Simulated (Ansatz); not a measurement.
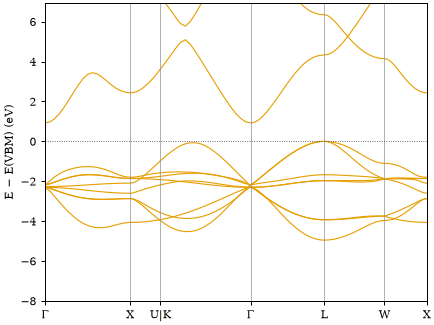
Band structure from plane-wave PAW PBE (Ansatz code)

Problem. Read off the gap and where the band edges lie.

Solution. About 0.9 eV (0.92 eV by a search for the band edges); maximum at L, minimum at Γ.

The material is AgCl (rock salt, Fm-3m).

Symmetry was held in the PBE relaxation; phonons on a q-mesh show no instability. No spin polarisation was allowed. Spin–orbit coupling is left out wherever it is not named.

Potentials: the later of the program's two PAW sets.
